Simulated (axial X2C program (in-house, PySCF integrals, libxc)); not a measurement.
## TiLi⁺: relativistic diatomic calculation

TiLi⁺, single determinant with Ω = 4 (not the lowest found). The distance is the PBE0 minimum at charge 1. Computed at this level: expectation values, HF and Kohn-Sham, two-component X2C with atomic mean-field Coulomb and Gaunt terms, Ti dyall-cv3z, Li dyall-cv3z (cores contracted) (axial X2C program (in-house, PySCF integrals, libxc)).

## Key numbers

- outcome: converged; the levels of theory disagree widely
- hardware: 1 thread of Intel Xeon (Granite Rapids), 192 GiB of memory available, shared host
- wall time: 3.2 s
- peak memory: 0.31 GiB

## Input
```
{"zs": [22, 3], "q": 1, "bas": ["dyall-cv3z", "dyall-cv3z"], "r0": 2.69, "levels": ["PBE0", "HF", "PBE50", "B3LYP", "BHandHLYP"], "nst": 3}
```

The line is the task of a batch: nuclear charges, charge, bases, the levels to run, a first guess of the distance and further settings. This report covers the levels named above. The log is that of the reference distance, started from orbitals converged before.

Launched within a batch (the task file carries these settings):
```bash
python <driver script> task.json out
```

## Log
```
two-component X2C + atomic mean field  PBE0
basis functions 157  fitting functions 839  grid points 5087
iter        total energy     max residual
   1       -860.637839595     3.74e-05
   2       -860.637839597     5.53e-06
converged
one-electron -1196.76302372  Coulomb 368.67526103  exact exchange -10.75253119  xc functional -33.06751911  nuclear repulsion 11.46232226  atomic mean-field constant -0.19234886
```

## Expectation values by level of theory

```tsv
quantity	PBE0	HF	PBE50	B3LYP	BHandHLYP
effective field for an electron dipole moment (GV/cm)	−0.111	−0.427	−0.152	−0.0495	−0.0373
field gradient at the first nucleus (a.u.)	0.320	0.237	0.385	0.316	0.443
field gradient at the second nucleus (a.u.)	−0.0161	−0.0139	−0.0154	−0.0156	−0.0144
A∥/gI, first nucleus (MHz)	196	242	188	128	132
A∥/gI, second nucleus (MHz)	−3.86	−10.2	−4.31	−1.46	−1.39
```

Each column comes from one determinant with 2 or more unpaired spinors, which can mix states, in a basis with contracted cores. The levels disagree widely: the effective field runs from −0.427 to −0.0373 GV/cm. They may not all have settled in the same state, and these values aren't reliable properties of the molecule.

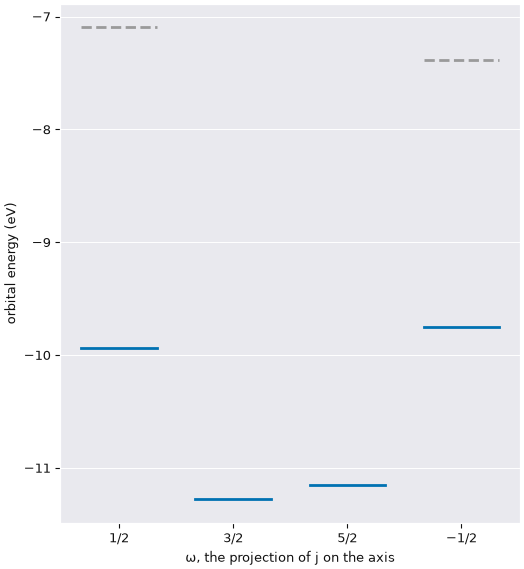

**Figure 1.** Orbital energies (PBE0) near the frontier at 3.05 Å, filled (solid) and empty (dashed). The highest filled spinor (−1/2; 44 % Ti s, 22 % Li s) lies at −9.75 eV, the lowest empty one (−1/2; 98 % Ti d) at −7.38 eV.
